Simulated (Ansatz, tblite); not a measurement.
**WO2Br2 (WBr2O2): charged states by level of theory**

What does removing or adding an electron cost or gain for WO2Br2 (WBr2O2)? Each charged state is run at several levels.

Program: Ansatz 0.2.0, Gaussian basis. Level of theory: as each input shows. These are calculated values, not measurements.

Levels to be run: charge +1 doublet, at the geometry of the singlet (PBE0-D4/def2-TZVP, PBE-D4/def2-TZVP, r2SCAN-D4/def2-TZVP, CCSD(T)/def2-SVP); charge -1 doublet, at the geometry of the singlet (PBE0-D4/def2-TZVPD, PBE-D4/def2-TZVPD, r2SCAN-D4/def2-TZVPD); the starting singlet's energies come from earlier runs.

## 1. The structure

The singlet was relaxed beforehand with B3LYP-D4/def2-SVP.

5 atoms, charge 0, spin multiplicity 1.

Atoms are counted from 1 here; the program's logs count them from 0.

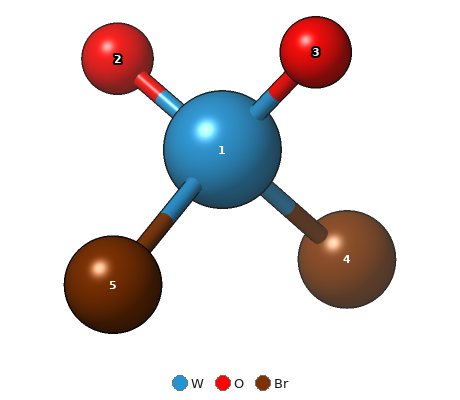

The structure; tungsten blue, oxygen red, bromine brown; atoms are numbered from 1 in the order of the file.

Formally the metal is d0. W takes a core potential in the def2 sets. No spin-orbit coupling is included.

## 2. Charge +1 doublet at the fixed geometry, first pass, PBE0-D4/def2-SVP

Contents of in.yaml:

```yaml
crystal:
  periodic: [false, false, false]
  atoms:
    - {symbol: W, position_ang: [0.100695, -0.000553, 0.070678]}
    - {symbol: O, position_ang: [0.150552, -0.013454, 1.774180]}
    - {symbol: O, position_ang: [1.717870, 0.006593, -0.466947]}
    - {symbol: Br, position_ang: [-0.987897, 2.038170, -0.672466]}
    - {symbol: Br, position_ang: [-0.981220, -2.030756, -0.705445]}
basis:
  gaussian: {orbitals: def2-SVP}
total_charge: 1
magnetization: {spin_polarized: true, initial_magnetization: 1}
hamiltonian: {xc: pbe0, dispersion: d4}
output: {orbitals: {seedname: orbitals}}
```

Command:

```console
$ ansatz run in.yaml --threads 4 --pin off --events-out ev --progress --plain --max-ram 3916MiB
```

Output:

```text
Functional definition: PBE0
  name "PBE0"
  cite "Adamo & Barone, J. Chem. Phys. 110, 6158 (1999) doi:10.1063/1.478522"
  cite "Perdew, Burke & Ernzerhof, Phys. Rev. Lett. 77, 3865 (1996) doi:10.1103/PhysRevLett.77.3865"
  parent pbe
  parameter a = 0.25
  parameter kappa = 0.804
  parameter beta = 0.06672455060314922
  exchange = (1 - a)*pbe_x(kappa = kappa, mu = beta*pi^2/3) + a*exact_x
  correlation = pbe_c(beta = beta)
1175 factors; integrals over basis functions are off by at most 9.0e-4 eV
mean field evaluation 1: about -145942.0707 eV, gradient 7.6e1 eV
mean field evaluation 2: about -145614.6975 eV, gradient 2.3e2 eV
mean field evaluation 4: about -145960.3962 eV, gradient 3.0e1 eV
mean field evaluation 8: about -145965.5273 eV, gradient 6.3e-1 eV
mean field evaluation 16: about -145965.5317 eV, gradient 1.4e-2 eV
mean field evaluation 32: about -145965.5332 eV, gradient 1.2e-2 eV
mean field evaluation 64: about -145965.5053 eV, gradient 1.9e0 eV
mean field evaluation 96: about -145965.3804 eV, gradient 4.6e0 eV
mean field evaluation 128: about -145965.5133 eV, gradient 4.0e-1 eV
mean field -145965.53317858 eV, -5364.1344053209 hartree, gradient 3.0e-6 eV, S^2 0.772484; 9 other end points of the search recorded, 0 dependent functions left out
reference -145965.53322215 eV, -5364.1344069222 hartree; 50, 49 occupied and 74, 75 virtual orbitals, 1175 factors
Total energy: -145965.69994920 eV, -5364.1405340283 hartree
```

Wall time 1.9 min (4 threads of Arm Neoverse V1, shared host); peak memory 0.87 GiB.

Report: HOMO -14.86 eV, LUMO -13.40 eV (over both spins); ⟨S²⟩ 0.772 (pure: 0.75).

## 3. Charge +1 doublet at the fixed geometry, PBE0-D4/def2-TZVP

start.molden holds the orbitals of an earlier run on this state, given as this run's starting guess.

Edit in.yaml of step 2 so:

```diff
@@ -9,3 +9,3 @@
 basis:
-  gaussian: {orbitals: def2-SVP}
+  gaussian: {orbitals: def2-TZVP, initial_orbitals: start.molden}
 total_charge: 1
@@ -13,2 +13,3 @@
 hamiltonian: {xc: pbe0, dispersion: d4}
+scf: {omitted_lower_state_checks: [starts]}
 output: {orbitals: {seedname: orbitals}}
```

Launched as before.

Output:

```text
Functional definition: PBE0
  name "PBE0"
  cite "Adamo & Barone, J. Chem. Phys. 110, 6158 (1999) doi:10.1063/1.478522"
  cite "Perdew, Burke & Ernzerhof, Phys. Rev. Lett. 77, 3865 (1996) doi:10.1103/PhysRevLett.77.3865"
  parent pbe
  parameter a = 0.25
  parameter kappa = 0.804
  parameter beta = 0.06672455060314922
  exchange = (1 - a)*pbe_x(kappa = kappa, mu = beta*pi^2/3) + a*exact_x
  correlation = pbe_c(beta = beta)
these checks for a lower state are left out or cut short: starts
1528 factors; their error is unknown
mean field evaluation 1: about -145984.2382 eV, gradient 1.5e2 eV
mean field evaluation 2: about -145987.2252 eV, gradient 4.2e0 eV
mean field evaluation 4: about -145988.2095 eV, gradient 4.3e-1 eV
mean field evaluation 8: about -145988.2101 eV, gradient 1.1e-2 eV
mean field -145988.21007046 eV, -5364.9677657267 hartree, gradient 7.5e-6 eV, S^2 0.776404; 0 other end points of the search recorded, 0 dependent functions left out
reference -145988.21009928 eV, -5364.9677667858 hartree; 50, 49 occupied and 148, 149 virtual orbitals, 1528 factors
Total energy: -145988.37682634 eV, -5364.9738938920 hartree
Checks for a lower state left out: starts
```

Run time: 30 s. Hardware: 4 threads of Arm Neoverse V1, shared host; peak memory 1.5 GiB.

HOMO -14.68 eV, LUMO -13.21 eV (over both spins); ⟨S²⟩ 0.776 (pure: 0.75).

## 4. Charge +1 doublet at the fixed geometry, PBE-D4/def2-TZVP

Edit in.yaml of step 3 so:

```diff
@@ -12,3 +12,3 @@
 magnetization: {spin_polarized: true, initial_magnetization: 1}
-hamiltonian: {xc: pbe0, dispersion: d4}
+hamiltonian: {xc: pbe, dispersion: d4}
 scf: {omitted_lower_state_checks: [starts]}
```

Same command.

Output:

```text
Functional definition: PBE
  name "PBE"
  cite "Perdew, Burke & Ernzerhof, Phys. Rev. Lett. 77, 3865 (1996) doi:10.1103/PhysRevLett.77.3865"
  parent pbe
  parameter kappa = 0.804
  parameter beta = 0.06672455060314922
  exchange = pbe_x(kappa = kappa, mu = beta*pi^2/3)
  correlation = pbe_c(beta = beta)
these checks for a lower state are left out or cut short: starts
1378 factors; their error is unknown
mean field evaluation 1: about -145986.0603 eV, gradient 1.0e1 eV
mean field evaluation 2: about -145986.2569 eV, gradient 2.7e-1 eV
mean field evaluation 4: about -145986.2709 eV, gradient 9.3e-1 eV
mean field evaluation 8: about -145986.3459 eV, gradient 3.8e-1 eV
mean field evaluation 16: about -145986.3149 eV, gradient 1.4e-2 eV
mean field -145986.31488654 eV, -5364.8981190021 hartree, gradient 2.2e-6 eV, S^2 0.755689; 0 other end points of the search recorded, 0 dependent functions left out
reference -145986.31492475 eV, -5364.8981204061 hartree; 50, 49 occupied and 148, 149 virtual orbitals, 1378 factors
Total energy: -145986.50706838 eV, -5364.9051815545 hartree
Checks for a lower state left out: starts
```

It took 21 s on 4 threads of Arm Neoverse V1, shared host; peak memory 0.56 GiB.

From the report: HOMO -13.50 eV, LUMO -13.49 eV (over both spins); ⟨S²⟩ 0.756 (pure: 0.75).

## 5. Charge +1 doublet at the fixed geometry, r2SCAN-D4/def2-TZVP

Edit in.yaml of step 4 so:

```diff
@@ -12,3 +12,3 @@
 magnetization: {spin_polarized: true, initial_magnetization: 1}
-hamiltonian: {xc: pbe, dispersion: d4}
+hamiltonian: {xc: r2scan, dispersion: d4}
 scf: {omitted_lower_state_checks: [starts]}
```

Same command.

Output:

```text
Functional definition: r2SCAN
  name "r2SCAN"
  cite "Furness, Kaplan, Ning, Perdew & Sun, J. Phys. Chem. Lett. 11, 8208 (2020) doi:10.1021/acs.jpclett.0c02405"
  cite "Furness, Kaplan, Ning, Perdew & Sun, J. Phys. Chem. Lett. 11, 9248 (2020) doi:10.1021/acs.jpclett.0c03077"
  parent r2scan
  parameter k0 = 0.174
  parameter k1 = 0.065
  parameter a1 = 4.9479
  exchange = r2scan_x(k0 = k0, k1 = k1, a1 = a1)
  correlation = r2scan_c
these checks for a lower state are left out or cut short: starts
1378 factors; their error is unknown
mean field evaluation 1: about -146007.9774 eV, gradient 7.0e0 eV
mean field evaluation 2: about -146008.0652 eV, gradient 1.5e-1 eV
mean field evaluation 4: about -146007.9285 eV, gradient 5.2e0 eV
mean field evaluation 8: about -146008.0735 eV, gradient 1.9e0 eV
mean field evaluation 16: about -146008.1122 eV, gradient 5.5e-2 eV
mean field -146008.11223048 eV, -5365.6991566171 hartree, gradient 3.1e-6 eV, S^2 0.765344; 0 other end points of the search recorded, 0 dependent functions left out
reference -146008.11224344 eV, -5365.6991570932 hartree; 50, 49 occupied and 148, 149 virtual orbitals, 1378 factors
Total energy: -146008.15386675 eV, -5365.7006867218 hartree
Checks for a lower state left out: starts
```

Run time: 52 s. Hardware: 4 threads of Arm Neoverse V1, shared host; peak memory 0.65 GiB.

HOMO -13.78 eV, LUMO -13.69 eV (over both spins); ⟨S²⟩ 0.765 (pure: 0.75).

## 6. Charge +1 doublet at the fixed geometry, CCSD(T)/def2-SVP

Edit in.yaml of step 5 so:

```diff
@@ -9,7 +9,7 @@
 basis:
-  gaussian: {orbitals: def2-TZVP, initial_orbitals: start.molden}
+  gaussian: {orbitals: def2-SVP, initial_orbitals: start.molden}
 total_charge: 1
 magnetization: {spin_polarized: true, initial_magnetization: 1}
-hamiltonian: {xc: r2scan, dispersion: d4}
-scf: {omitted_lower_state_checks: [starts]}
+correlation: {method: ccsd_t}
+scf: {omitted_lower_state_checks: [starts, cluster_reference]}
 output: {orbitals: {seedname: orbitals}}
```

Same command.

Output:

```text
Functional definition: HF
  name "HF"
  cite "Fock, Z. Phys. 61, 126 (1930) doi:10.1007/BF01340294"
  parent pbe
  exchange = exact_x
  correlation = 0
these checks for a lower state are left out or cut short: starts, cluster_reference
1175 factors; integrals over basis functions are off by at most 9.0e-4 eV
mean field evaluation 1: about -145848.9001 eV, gradient 2.6e1 eV
mean field evaluation 2: about -145850.4560 eV, gradient 2.0e0 eV
mean field evaluation 4: about -145850.7814 eV, gradient 4.4e-1 eV
mean field evaluation 8: about -145851.0415 eV, gradient 3.4e-1 eV
mean field evaluation 16: about -145851.0555 eV, gradient 8.2e-4 eV
mean field -145851.05551622 eV, -5359.9274288248 hartree, gradient 2.0e-6 eV, S^2 1.178842; 0 other end points of the search recorded, 0 dependent functions left out
20 core orbitals not correlated: weight in the atoms' cores, before any rotation towards them, 1.000 or more for the frozen orbitals, at most 0.000 for the correlated occupied ones
reference -145851.05551622 eV, -5359.9274288248 hartree; 30, 29 occupied and 74, 75 virtual orbitals, 1175 factors
second order -32.15126107 eV of doubles, -0.00000000 eV of singles
cycle   1  -28.84298059 eV  change     3.3e0 eV  update   3.1e-1
cycle   2  -30.62866797 eV  change    -1.8e0 eV  update   1.9e-1
cycle   3  -31.16387088 eV  change   -5.4e-1 eV  update   7.7e-2
cycle   4  -31.34116495 eV  change   -1.8e-1 eV  update   4.6e-2
cycle   5  -31.35006584 eV  change   -8.9e-3 eV  update   2.3e-2
cycle   6  -31.37491729 eV  change   -2.5e-2 eV  update   1.6e-2
cycle   7  -31.39621317 eV  change   -2.1e-2 eV  update   1.1e-2
cycle   8  -31.40621369 eV  change   -1.0e-2 eV  update   8.1e-3
cycle   9  -31.41564057 eV  change   -9.4e-3 eV  update   5.8e-3
cycle  10  -31.42198263 eV  change   -6.3e-3 eV  update   4.2e-3
cycle  11  -31.41756749 eV  change    4.4e-3 eV  update   3.2e-3
cycle  12  -31.41545940 eV  change    2.1e-3 eV  update   2.2e-3
cycle  13  -31.41745675 eV  change   -2.0e-3 eV  update   1.6e-3
cycle  14  -31.41661561 eV  change    8.4e-4 eV  update   1.2e-3
cycle  15  -31.41857473 eV  change   -2.0e-3 eV  update   1.0e-3
cycle  16  -31.41919010 eV  change   -6.2e-4 eV  update   8.8e-4
cycle  17  -31.41909535 eV  change    9.5e-5 eV  update   7.9e-4
cycle  18  -31.41950045 eV  change   -4.1e-4 eV  update   7.5e-4
cycle  19  -31.41893752 eV  change    5.6e-4 eV  update   6.7e-4
cycle  20  -31.41887161 eV  change    6.6e-5 eV  update   6.3e-4
cycle  21  -31.41899547 eV  change   -1.2e-4 eV  update   5.7e-4
cycle  22  -31.41861398 eV  change    3.8e-4 eV  update   5.4e-4
cycle  23  -31.41847221 eV  change    1.4e-4 eV  update   5.1e-4
cycle  24  -31.41867759 eV  change   -2.1e-4 eV  update   4.5e-4
cycle  25  -31.41879250 eV  change   -1.1e-4 eV  update   3.8e-4
cycle  26  -31.41920074 eV  change   -4.1e-4 eV  update   2.8e-4
cycle  27  -31.41925986 eV  change   -5.9e-5 eV  update   2.0e-4
cycle  28  -31.41908807 eV  change    1.7e-4 eV  update   1.5e-4
cycle  29  -31.41906801 eV  change    2.0e-5 eV  update   1.1e-4
cycle  30  -31.41907023 eV  change   -2.2e-6 eV  update   1.0e-4
cycle  31  -31.41905220 eV  change    1.8e-5 eV  update   8.8e-5
cycle  32  -31.41911542 eV  change   -6.3e-5 eV  update   7.9e-5
cycle  33  -31.41917976 eV  change   -6.4e-5 eV  update   6.5e-5
perturbative correction -1.55608988 eV, -0.0571852484 hartree
Total energy: -145884.03078585 eV, -5361.1392476325 hartree
Checks for a lower state left out: starts, cluster_reference
```

Wall time 3.5 min (4 threads of Arm Neoverse V1, shared host); peak memory 2.1 GiB.

From the report: Hartree-Fock HOMO -16.87 eV, LUMO -9.50 eV (over both spins); ⟨S²⟩ 1.179 (pure: 0.75); T1 0.044. Doubts: spin contamination.

## 7. Vertical ionisation energy

Charged state less starting state, singlet to doublet; the starting state's energies are those of its earlier runs.

| level | vertical ionisation energy (eV) | time |
| --- | --- | --- |
| HF/def2-SVP† | +10.96 |  |
| PBE-D4/def2-TZVP | +10.77 | 24 s |
| r2SCAN-D4/def2-TZVP | +11.06 | 59 s |
| PBE0-D4/def2-TZVP | +11.32 | 37 s |
| MP2/def2-SVP† | +12.90 |  |
| CCSD/def2-SVP† | +11.40 |  |
| CCSD(T)/def2-SVP† | +11.38 | 4 min |

Times add the two runs; a level without a time comes out of a correlated run. † marks a level with a doubtful state (flagged, unstable, out of aufbau order, or strongly spin-contaminated); such levels are left out of the summary. CCSD(T)/def2-SVP is no safe reference here (spin contamination).

Beside −ε(HOMO) of the starting state:

| level | −ε(HOMO) (eV) | by difference (eV) | mismatch (eV) |
| --- | --- | --- | --- |
| PBE-D4/def2-TZVP | 7.99 | 10.77 | -2.78 |
| r2SCAN-D4/def2-TZVP | 8.38 | 11.06 | -2.67 |
| PBE0-D4/def2-TZVP | 9.39 | 11.32 | -1.93 |

## 8. Charge -1 doublet at the fixed geometry, first pass, PBE0-D4/def2-SVP

Edit in.yaml of step 6 so:

```diff
@@ -9,7 +9,6 @@
 basis:
-  gaussian: {orbitals: def2-SVP, initial_orbitals: start.molden}
-total_charge: 1
+  gaussian: {orbitals: def2-SVP}
+total_charge: -1
 magnetization: {spin_polarized: true, initial_magnetization: 1}
-correlation: {method: ccsd_t}
-scf: {omitted_lower_state_checks: [starts, cluster_reference]}
+hamiltonian: {xc: pbe0, dispersion: d4}
 output: {orbitals: {seedname: orbitals}}
```

The command is unchanged.

Output:

```text
Functional definition: PBE0
  name "PBE0"
  cite "Adamo & Barone, J. Chem. Phys. 110, 6158 (1999) doi:10.1063/1.478522"
  cite "Perdew, Burke & Ernzerhof, Phys. Rev. Lett. 77, 3865 (1996) doi:10.1103/PhysRevLett.77.3865"
  parent pbe
  parameter a = 0.25
  parameter kappa = 0.804
  parameter beta = 0.06672455060314922
  exchange = (1 - a)*pbe_x(kappa = kappa, mu = beta*pi^2/3) + a*exact_x
  correlation = pbe_c(beta = beta)
1175 factors; integrals over basis functions are off by at most 9.0e-4 eV
mean field evaluation 1: about -145970.8935 eV, gradient 4.5e1 eV
mean field evaluation 2: about -145868.2891 eV, gradient 1.7e2 eV
mean field evaluation 4: about -145978.4744 eV, gradient 2.3e0 eV
mean field evaluation 8: about -145978.5969 eV, gradient 3.3e-1 eV
mean field evaluation 16: about -145978.5979 eV, gradient 2.0e-3 eV
mean field -145978.59788304 eV, -5364.6145243542 hartree, gradient 4.4e-5 eV, S^2 0.754167; 4 other end points of the search recorded, 0 dependent functions left out
reference -145978.59792502 eV, -5364.6145258968 hartree; 51, 50 occupied and 73, 74 virtual orbitals, 1175 factors
Total energy: -145978.78666212 eV, -5364.6214618574 hartree
```

Wall time 6.5 s (4 threads of Arm Neoverse V1, shared host).

HOMO 0.25 eV, LUMO 3.34 eV (over both spins); ⟨S²⟩ 0.754 (pure: 0.75). Doubts: highest occupied level lies above zero.

## 9. Charge -1 doublet at the fixed geometry, PBE0-D4/def2-TZVPD

Edit in.yaml of step 8 so:

```diff
@@ -9,3 +9,3 @@
 basis:
-  gaussian: {orbitals: def2-SVP}
+  gaussian: {orbitals: def2-TZVPD, initial_orbitals: start.molden}
 total_charge: -1
@@ -13,2 +13,3 @@
 hamiltonian: {xc: pbe0, dispersion: d4}
+scf: {omitted_lower_state_checks: [starts]}
 output: {orbitals: {seedname: orbitals}}
```

The command is unchanged.

Output:

```text
Functional definition: PBE0
  name "PBE0"
  cite "Adamo & Barone, J. Chem. Phys. 110, 6158 (1999) doi:10.1063/1.478522"
  cite "Perdew, Burke & Ernzerhof, Phys. Rev. Lett. 77, 3865 (1996) doi:10.1103/PhysRevLett.77.3865"
  parent pbe
  parameter a = 0.25
  parameter kappa = 0.804
  parameter beta = 0.06672455060314922
  exchange = (1 - a)*pbe_x(kappa = kappa, mu = beta*pi^2/3) + a*exact_x
  correlation = pbe_c(beta = beta)
these checks for a lower state are left out or cut short: starts
1728 factors; their error is unknown
mean field evaluation 1: about -145997.1801 eV, gradient 1.6e2 eV
mean field evaluation 2: about -146000.4721 eV, gradient 5.1e0 eV
mean field evaluation 4: about -146000.7817 eV, gradient 6.5e-3 eV
mean field evaluation 8: about -146001.4377 eV, gradient 1.0e-5 eV
mean field -146001.43768435 eV, -5365.4538715709 hartree, gradient 1.0e-5 eV, S^2 0.754745; 0 other end points of the search recorded, 0 dependent functions left out
reference -146001.43773766 eV, -5365.4538735302 hartree; 51, 50 occupied and 186, 187 virtual orbitals, 1728 factors
Total energy: -146001.62647476 eV, -5365.4608094908 hartree
Checks for a lower state left out: starts
```

Run time: 19 s. Hardware: 4 threads of Arm Neoverse V1, shared host; peak memory 1.1 GiB.

Report: HOMO -0.14 eV, LUMO 2.84 eV (over both spins); ⟨S²⟩ 0.755 (pure: 0.75).

## 10. Charge -1 doublet at the fixed geometry, PBE-D4/def2-TZVPD

Edit in.yaml of step 9 so:

```diff
@@ -12,3 +12,3 @@
 magnetization: {spin_polarized: true, initial_magnetization: 1}
-hamiltonian: {xc: pbe0, dispersion: d4}
+hamiltonian: {xc: pbe, dispersion: d4}
 scf: {omitted_lower_state_checks: [starts]}
```

The command is unchanged.

Output:

```text
Functional definition: PBE
  name "PBE"
  cite "Perdew, Burke & Ernzerhof, Phys. Rev. Lett. 77, 3865 (1996) doi:10.1103/PhysRevLett.77.3865"
  parent pbe
  parameter kappa = 0.804
  parameter beta = 0.06672455060314922
  exchange = pbe_x(kappa = kappa, mu = beta*pi^2/3)
  correlation = pbe_c(beta = beta)
these checks for a lower state are left out or cut short: starts
1554 factors; their error is unknown
mean field evaluation 1: about -145998.4645 eV, gradient 1.0e1 eV
mean field evaluation 2: about -145998.6505 eV, gradient 2.6e-1 eV
mean field evaluation 4: about -145998.6364 eV, gradient 7.9e-2 eV
mean field evaluation 8: about -145998.6364 eV, gradient 1.2e-5 eV
mean field -145998.63638143 eV, -5365.3509255874 hartree, gradient 1.2e-5 eV, S^2 0.752941; 0 other end points of the search recorded, 0 dependent functions left out
reference -145998.63644716 eV, -5365.3509280028 hartree; 51, 50 occupied and 186, 187 virtual orbitals, 1554 factors
Total energy: -145998.85377238 eV, -5365.3589145577 hartree
Checks for a lower state left out: starts
```

Wall time 8 s (4 threads of Arm Neoverse V1, shared host).

Report: HOMO 1.13 eV, LUMO 2.00 eV (over both spins); ⟨S²⟩ 0.753 (pure: 0.75). Doubts: highest occupied level lies above zero.

## 11. Charge -1 doublet at the fixed geometry, r2SCAN-D4/def2-TZVPD

Edit in.yaml of step 10 so:

```diff
@@ -12,3 +12,3 @@
 magnetization: {spin_polarized: true, initial_magnetization: 1}
-hamiltonian: {xc: pbe, dispersion: d4}
+hamiltonian: {xc: r2scan, dispersion: d4}
 scf: {omitted_lower_state_checks: [starts]}
```

The command is unchanged.

Output:

```text
Functional definition: r2SCAN
  name "r2SCAN"
  cite "Furness, Kaplan, Ning, Perdew & Sun, J. Phys. Chem. Lett. 11, 8208 (2020) doi:10.1021/acs.jpclett.0c02405"
  cite "Furness, Kaplan, Ning, Perdew & Sun, J. Phys. Chem. Lett. 11, 9248 (2020) doi:10.1021/acs.jpclett.0c03077"
  parent r2scan
  parameter k0 = 0.174
  parameter k1 = 0.065
  parameter a1 = 4.9479
  exchange = r2scan_x(k0 = k0, k1 = k1, a1 = a1)
  correlation = r2scan_c
these checks for a lower state are left out or cut short: starts
1554 factors; their error is unknown
mean field evaluation 1: about -146020.8157 eV, gradient 7.0e0 eV
mean field evaluation 2: about -146020.8855 eV, gradient 1.1e-1 eV
mean field evaluation 4: about -146020.8683 eV, gradient 2.8e-4 eV
mean field -146020.86827396 eV, -5366.1679325686 hartree, gradient 2.0e-5 eV, S^2 0.755677; 0 other end points of the search recorded, 0 dependent functions left out
reference -146020.86831855 eV, -5366.1679342071 hartree; 51, 50 occupied and 186, 187 virtual orbitals, 1554 factors
Total energy: -146020.91591531 eV, -5366.1696833561 hartree
Checks for a lower state left out: starts
```

Run time: 17 s. Hardware: 4 threads of Arm Neoverse V1, shared host; peak memory 0.55 GiB.

Report: HOMO 0.86 eV, LUMO 2.31 eV (over both spins); ⟨S²⟩ 0.756 (pure: 0.75). Doubts: highest occupied level lies above zero.

## 12. Vertical electron affinity

Starting state less charged state (positive: the electron is bound), singlet to doublet; the starting state's energies are those of its earlier runs.

| level | vertical electron affinity (eV) | time |
| --- | --- | --- |
| PBE-D4/def2-TZVPD | +1.52 | 13 s |
| r2SCAN-D4/def2-TZVPD | +1.65 | 26 s |
| PBE0-D4/def2-TZVPD | +1.87 | 27 s |

Times add the two runs; a level without a time comes out of a correlated run.

Beside −ε(LUMO) of the starting state:

| level | −ε(LUMO) (eV) | by difference (eV) | mismatch (eV) |
| --- | --- | --- | --- |
| PBE-D4/def2-TZVPD | 4.19 | 1.52 | +2.67 |
| r2SCAN-D4/def2-TZVPD | 4.16 | 1.65 | +2.51 |
| PBE0-D4/def2-TZVPD | 3.57 | 1.87 | +1.70 |

## 13. Outcome

| quantity | value |
| --- | --- |
| vertical ionisation energy, functionals in def2-TZVP | 10.77 (PBE-D4) to 11.32 eV (PBE0-D4) |
| vertical electron affinity, functionals in def2-TZVPD | 1.52 (PBE-D4) to 1.87 eV (PBE0-D4) |

The vertical ionisation energy spans 10.77 to 11.32 eV over the functionals. −ε(HOMO) misses the level's own difference by -1.93 eV at best (PBE0-D4) and -2.78 eV at worst (PBE-D4). The vertical electron affinity spans 1.52 to 1.87 eV over the functionals. The anion's highest level lies above zero where self-interaction lifts it, so diffuse functions weigh on these values. −ε(LUMO) misses the level's own difference by +1.70 eV at best (PBE0-D4) and +2.67 eV at worst (PBE-D4). The charged states' spins were chosen beforehand and needn't be their lowest.
